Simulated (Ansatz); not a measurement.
```xyz
14

Si    0.2070    0.7563    0.3164
C     0.7661   -0.9102    0.9766
O    -0.8545    0.5069   -0.9411
Si   -1.4925   -0.1528   -2.3137
H     1.3696    1.5383   -0.1847
H    -0.5329    1.5270    1.3503
H     1.2239    0.4355    2.8794
F     1.7266    1.1958    2.8461
H    -0.0378   -1.4238    1.5306
H     1.0480   -1.5664    0.1360
H     1.6593   -0.8333    1.6160
H    -0.5457   -0.0039   -3.4587
H    -2.7697    0.5377   -2.6445
H    -1.7675   -1.6069   -2.1086
```

Not at a stationary point (largest force 1.0 eV/Å).

The calculation used RKS B3LYP/def2-SVP (Ansatz).

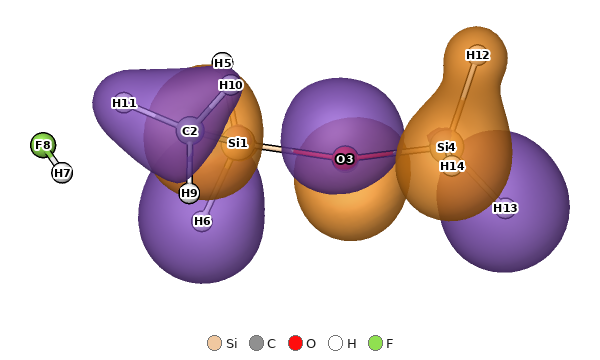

CH₈OSi₂···HF. The HOMO−1 at ±0.08 Å⁻³ᐟ² (orange and purple are the two phases), seen from one side.

### Where does this orbital lie, and at what energy?

It lies mainly on O3 (about 35 %), C2 (about 15 %), Si4 (about 10 %), Si1 (about 10 %), H13 (about 10 %) and H6 (about 10 %). Its energy is −8.20 eV.
